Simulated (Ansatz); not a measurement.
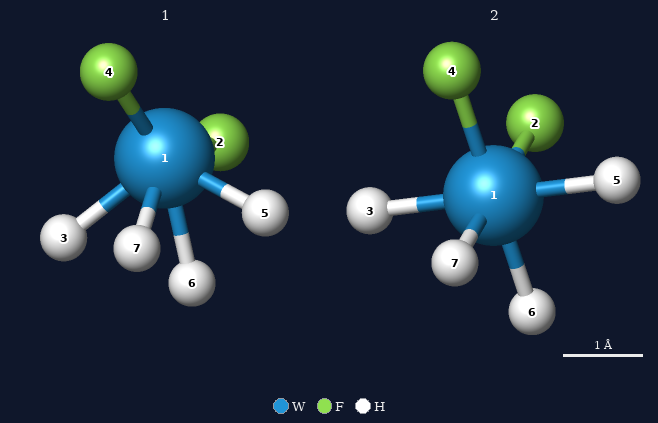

Two geometries of WH₄F₂, drawn at one scale. One is the start of a relaxation, the other its converged end. The picture is a ball-and-stick view, seen from a free direction.

Theory: RKS PBE0-D4/def2-SVP in Ansatz. (no spin polarisation; force threshold 0.02 eV/Å; at most 40 steps)

Q: Which of the two is the end point?

A: Structure 1 is the relaxed one. The run prepares the start of a later molecular dynamics calculation, from a guessed geometry. The largest moves after the best rigid fit, 0.51 Å, are those of H3 and H5. By element the largest moves are H 0.51 Å, W 0.49 Å, F 0.47 Å. Among the contacts that change: W1–H3 1.720 → 1.662 Å, W1–H6 1.720 → 1.668 Å, W1–F2 1.850 → 1.884 Å. Bond angles that change, for instance: H3–W1–H5 180.0° → 115.2°, F2–W1–F4 90.0° → 137.8°, F2–W1–H7 180.0° → 142.3°. Over 8 geometry steps the energy falls by 379.4 kJ/mol. The largest force component goes from 3.8 to 0.011 eV/Å. Cost: 20 s on 1 thread of AMD EPYC 9R45 96-Core Processor (Zen 5), on a shared host, peak memory 0.17 GiB.
